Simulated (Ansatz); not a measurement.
```yaml
atoms:
  - { symbol: B, position_ang: [-0.0126, 1.9398, 0.0632] }
  - { symbol: F, position_ang: [0.9846, 2.8204, 0.2472] }
  - { symbol: Ga, position_ang: [-2.6877, 0.8501, 0.2501] }
  - { symbol: N, position_ang: [-1.3053, 2.1657, 0.5550] }
  - { symbol: H, position_ang: [0.2470, 0.9260, -0.5528] }
  - { symbol: H, position_ang: [-1.4475, 3.0409, 1.0632] }
```

Geometry: B3LYP-D3(BJ)/def2-SVP.

The calculation used isolated molecule in a Gaussian basis; Kohn-Sham density functional theory, functional PBE0 (Ansatz).

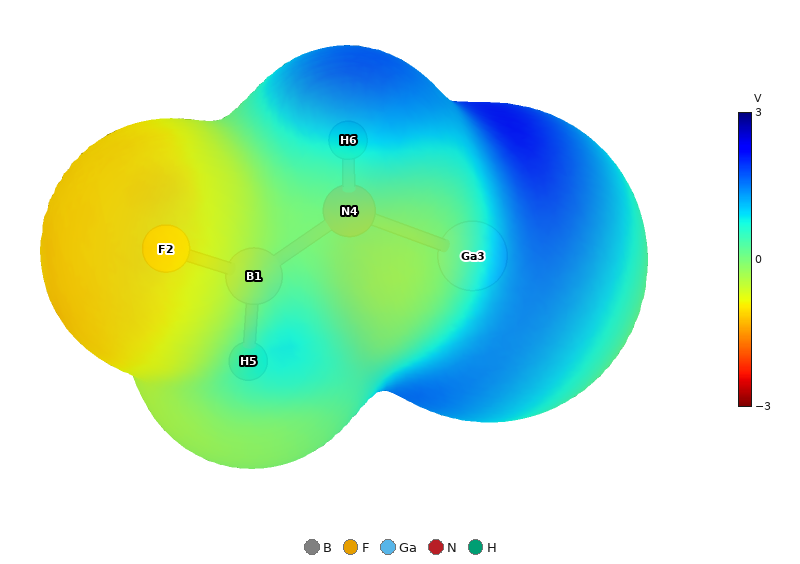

BFGaH2N (SMILES FB[NH][Ga]). The molecular electrostatic potential painted on the density surface at 0.002 e/bohr³, seen at a tilt; red is negative and blue positive.

Where is the surface potential most negative and most positive?

The most negative region (about −1.2 V, or −28 kcal/mol for a unit charge) lies over F2, the most positive (about +2.2 V, or +51 kcal/mol for a unit charge) over Ga3.

What dipole moment does the calculation give?

Its dipole moment is 2.46 D.
